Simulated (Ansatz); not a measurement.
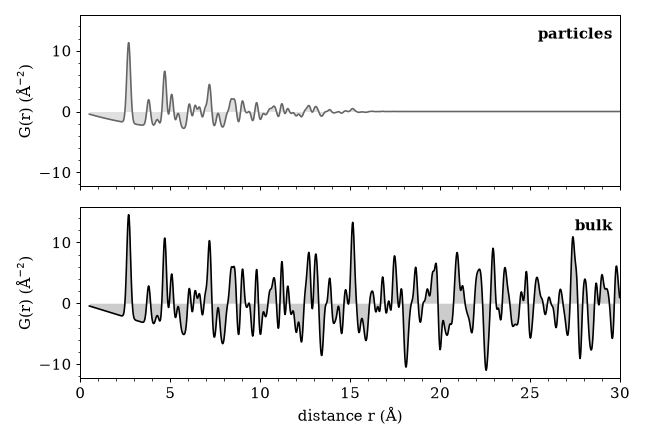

The curve is a calculated X-ray PDF: distances of the static structure, each pair weighted by the product of the atomic numbers (X-ray weights at Q = 0), broadened by Gaussians with σ = 0.10 Å, for spherical particles of Ru with the bulk structure: the bulk G(r) is multiplied by the envelope of a sphere of diameter D, 1 − 3r/2D + r³/2D³, with no surface relaxation. The number density is 0.0726 atoms per Å³. Structure used: the input geometry of an electronic-structure calculation (not necessarily at equilibrium).

> Estimate the particle diameter.

About 18 Å (1.8 nm): the signal is half of the bulk amplitude at r ≈ 6.2 Å and vanishes at r = D, fading from view somewhat earlier.

> Roughly how many atoms does one particle hold?

About 220 (number density 0.0726 Å⁻³ times πD³/6).
